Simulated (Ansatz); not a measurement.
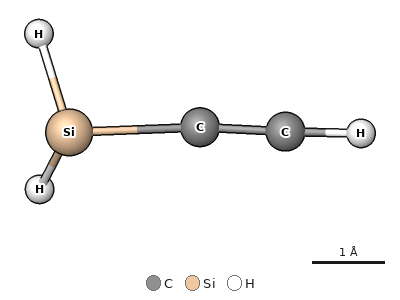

C2H3Si (charge −1), before the relaxation. Style: ball-and-stick. Shown at a tilt.

Computed with Ansatz, RKS PBE0-D4/def2-TZVPD.

The input:
```yaml
crystal:
  periodic: [false, false, false]
  atoms:
    - {symbol: C, position_ang: [-0.603800, -1.578130, -0.205230]}
    - {symbol: C, position_ang: [-0.204480, -0.445580, -0.063580]}
    - {symbol: Si, position_ang: [-0.031500, 1.386700, 0.043060]}
    - {symbol: H, position_ang: [-0.871220, -2.598470, -0.311490]}
    - {symbol: H, position_ang: [1.131920, 1.655100, -0.859540]}
    - {symbol: H, position_ang: [0.579080, 1.580390, 1.396780]}
basis:
  gaussian: {orbitals: def2-TZVPD}
total_charge: -1
hamiltonian: {xc: pbe0, dispersion: d4}
relax: {f_tol: 0.005, max_steps: 200}
```

Run as
```bash
ansatz run in.yaml --threads 2 --pin off --events-out ev --progress --plain --max-ram 4352MiB
```

Predict the outcome.

After 5 accepted moves (6 points after the start) the energy has fallen by 0.112 eV. Largest force component: 1 eV/Å at the start, 0.0021 eV/Å at the end. The line search rejected the trial step at point 3 of the run. The atom that moves furthest after the best rigid fit is Si3 (0.13 Å). Largest moves by element: Si 0.13 Å, C 0.11 Å, H 0.10 Å. Near-neighbour distances that change, for instance: C2–Si3 1.844 → 1.889 Å, Si3–H5 1.497 → 1.535 Å, C1–C2 1.209 → 1.219 Å, C1–H4 1.060 → 1.065 Å. Among the angles between lasting bonds that change: H5–Si3–H6 101.8° → 94.9°, C1–C2–Si3 165.6° → 172.5°, C2–Si3–H6 102.7° → 96.0°. The run took 20 s on 2 threads of Intel Xeon Platinum 8259CL @ 2.50GHz (shared host).

History of the run:

| step | E − E(0), eV | largest force component, eV/Å | note |
| --- | --- | --- | --- |
| 0 | 0.0000 | 1.0255 |  |
| 1 | -0.0886 | 0.5521 |  |
| 2 | -0.1032 | 0.2915 |  |
| 3 | -0.1008 | 0.3041 | rejected |
| 4 | -0.1118 | 0.0758 |  |
| 5 | -0.1121 | 0.0080 |  |
| 6 | -0.1121 | 0.0021 |  |

Final geometry:

```xyz
6

C    -0.5737   -1.5693   -0.1977
C    -0.2996   -0.3867   -0.0876
Si   -0.1113    1.4896    0.0266
H    -0.8063   -2.6039   -0.2923
H     1.1651    1.5748   -0.8221
H     0.6258    1.4954    1.3732
```

After the run, drawn alike:

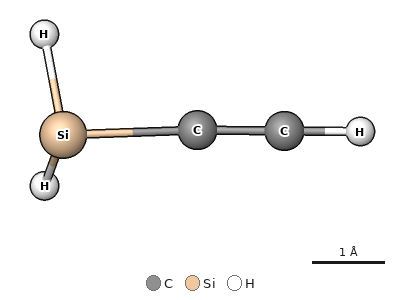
